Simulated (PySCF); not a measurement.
Si4 (silicon tetramer)

```yaml
atoms:
  - { symbol: Si, position_ang: [0.3424, -1.9578, 0.2785] }
  - { symbol: Si, position_ang: [1.0660, 0.1637, 0.8644] }
  - { symbol: Si, position_ang: [-0.3261, 1.9448, 0.3543] }
  - { symbol: Si, position_ang: [-1.0443, -0.1760, -0.2406] }
```

Geometry: PBE0-D3(BJ)/def2-SVP.

The calculation used PySCF 2.14.0, CAM-B3LYP/def2-SVPD, SCF density, gas phase.

Question: Predict the electron density and electron localisation function between the atoms.

Answer: Si–Si (2.32 Å): the density is about 0.58 e/Å³ at the midpoint; the ELF peaks at about 0.85 between the atoms (localised, covalent bonding).
Si–Si (2.41 Å): the density is about 0.47 e/Å³ at the midpoint; the ELF peaks at about 0.70 between the atoms.

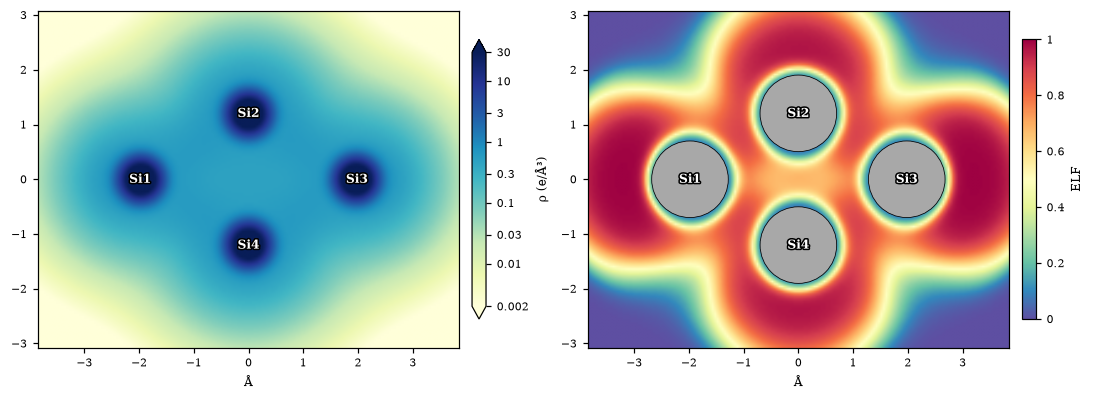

Computed electron density and electron localisation function on the molecular plane, in this order. Grey discs cover the atomic cores in the ELF map. 
